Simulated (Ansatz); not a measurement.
# CH5FOSn (SMILES FC[O][SnH3]): RPA@PBE0/def2-SVP (core potential)

What is the vertical singlet–triplet gap of CH5FOSn at RPA@PBE0/def2-SVP (core potential)? 

Program for the calculation: Ansatz 0.2.0.

117 further runs of the same task are left out: 117 set aside as unsound or not needed. Runs told in other sessions of the task aren't counted.

## Step 1: The structure to begin with

CH5FOSn: 9 atoms, total charge 0, spin state singlet. As SMILES, `FC[O][SnH3]`. Geometry: relaxed at PBE0-D4/def2-TZVP. This is one conformer, not always the lowest.

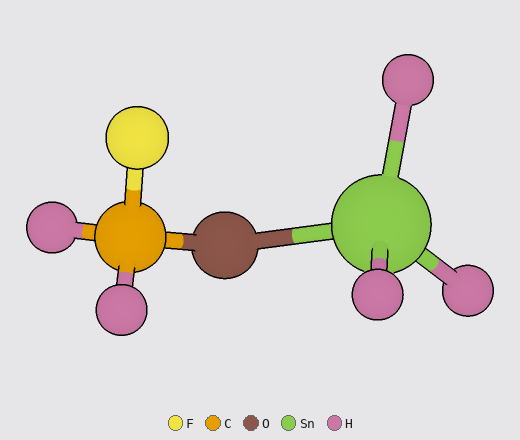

The structure, seen from a chosen angle (fluorine yellow, carbon amber, oxygen brown, tin green, hydrogen pink).

## Step 2: A single-point energy at RPA@PBE0/def2-SVP (core potential)

input.yaml reads:

```yaml
crystal:
  periodic: [false, false, false]
  atoms:
    - {symbol: F, position_ang: [-0.596800, 1.754200, 0.031500]}
    - {symbol: C, position_ang: [-1.291500, 0.566100, 0.277800]}
    - {symbol: O, position_ang: [-0.736000, -0.463400, -0.405000]}
    - {symbol: Sn, position_ang: [1.239300, -0.701500, -0.319700]}
    - {symbol: H, position_ang: [-1.258800, 0.434000, 1.369300]}
    - {symbol: H, position_ang: [-2.319100, 0.724600, -0.066100]}
    - {symbol: H, position_ang: [1.690100, -0.390300, 1.294800]}
    - {symbol: H, position_ang: [1.407800, -2.333100, -0.765300]}
    - {symbol: H, position_ang: [1.953500, 0.363100, -1.434400]}
basis:
  gaussian:
    orbitals: def2-SVP
hamiltonian:
  xc: pbe0
correlation:
  method: rpa
  frozen_orbitals: {C: 1, F: 1, H: 0, O: 1, Sn: 4}
accuracy: high
```

Started as:

```bash
$ ansatz run input.yaml --threads 1 --pin off --max-ram 3480MiB --events-out events.jsonl --progress --plain --runs-dir runs
```

Standard output:

```text
Warning: RAYON_NUM_THREADS=1 ignored (pool sized by the plan → 1); use --threads N
Functional definition: PBE0
  name "PBE0"
  parameter a = 0.25
  parameter kappa = 0.804
  parameter beta = 0.06672455060314922
  exchange = (1 - a)*pbe_x(kappa = kappa, mu = beta*pi^2/3) + a*exact_x
  correlation = pbe_c(beta = beta)
2278 factors; integrals over basis functions are off by at most 3.5e-9 eV
mean field evaluation 1: about -11699.0077 eV, gradient 4.3e1 eV
mean field evaluation 2: about -11699.1921 eV, gradient 4.3e1 eV
mean field evaluation 4: about -11702.4619 eV, gradient 9.2e0 eV
mean field evaluation 8: about -11702.6183 eV, gradient 6.6e-1 eV
mean field evaluation 16: about -11702.6192 eV, gradient 2.6e-5 eV
mean field -11702.61915053 eV, -430.0633214618 hartree, gradient 4.1e-8 eV, S^2 0.000000; 0 other end points of the search recorded, 0 dependent functions left out
7 core orbitals not correlated: weight in the atoms' cores, before any rotation towards them, 1.000 or more for the frozen orbitals, at most 0.000 for the correlated occupied ones
reference -11652.07550989 eV, -428.2058769281 hartree; 18, 18 occupied and 68, 68 virtual orbitals, 2278 factors
Total energy: -11676.87335599 eV, -429.1171809635 hartree
```

Run time: 22 s. Hardware: 1 thread of Arm Neoverse V1, shared host; peak memory 0.47 GiB.

## Step 3: The triplet

job.yaml reads:

```yaml
basis:
  gaussian:
    orbitals: def2-SVP
crystal:
  periodic: [false, false, false]
  atoms:
    - {symbol: F, position_ang: [-0.596800, 1.754200, 0.031500]}
    - {symbol: C, position_ang: [-1.291500, 0.566100, 0.277800]}
    - {symbol: O, position_ang: [-0.736000, -0.463400, -0.405000]}
    - {symbol: Sn, position_ang: [1.239300, -0.701500, -0.319700]}
    - {symbol: H, position_ang: [-1.258800, 0.434000, 1.369300]}
    - {symbol: H, position_ang: [-2.319100, 0.724600, -0.066100]}
    - {symbol: H, position_ang: [1.690100, -0.390300, 1.294800]}
    - {symbol: H, position_ang: [1.407800, -2.333100, -0.765300]}
    - {symbol: H, position_ang: [1.953500, 0.363100, -1.434400]}
magnetization:
  spin_polarized: true
  initial_magnetization: 2
hamiltonian:
  xc: {name: PBE0}
correlation:
  method: rpa
  frozen_orbitals: {C: 1, F: 1, H: 0, O: 1, Sn: 4}
accuracy: high
```

Started as:

```bash
$ ansatz run job.yaml --threads 1 --pin off --max-ram 3480MiB --events-out events.jsonl --progress --plain --runs-dir runs
```

Standard output (excerpt; [...] marks lines left out):

```text
Warning: RAYON_NUM_THREADS=1 ignored (pool sized by the plan → 1); use --threads N
Functional definition: PBE0
  name "PBE0"
[...]
2278 factors; integrals over basis functions are off by at most 3.6e-9 eV
[...]
mean field -11696.63859739 eV, -429.8435401879 hartree, gradient 7.0e-8 eV, S^2 2.005731; 8 other end points of the search recorded, 0 dependent functions left out
7 core orbitals not correlated: weight in the atoms' cores, before any rotation towards them, 1.000 or more for the frozen orbitals, at most 0.000 for the correlated occupied ones
reference -11645.31331542 eV, -427.9573708647 hartree; 19, 17 occupied and 67, 69 virtual orbitals, 2278 factors
Total energy: -11670.42829706 eV, -428.8803294164 hartree
```

Run time: 59 s. Hardware: 1 thread of Arm Neoverse V1, shared host; peak memory 0.68 GiB.

## Step 4: Results

At RPA@PBE0/def2-SVP (core potential), 7 core orbitals frozen:

```
                                        quantity          value
                           singlet: total energy  -429.11718 Eh
       singlet: RPA correlation energy (valence)     -911.3 mEh
                           triplet: total energy  -428.88033 Eh
       triplet: RPA correlation energy (valence)     -923.0 mEh
      triplet: ⟨S²⟩ of the reference determinant          2.006
vertical energy of the triplet above the singlet       6.445 eV
```

**Reading.** At this shape the triplet lies 6.45 eV (149 kcal/mol) above the singlet.
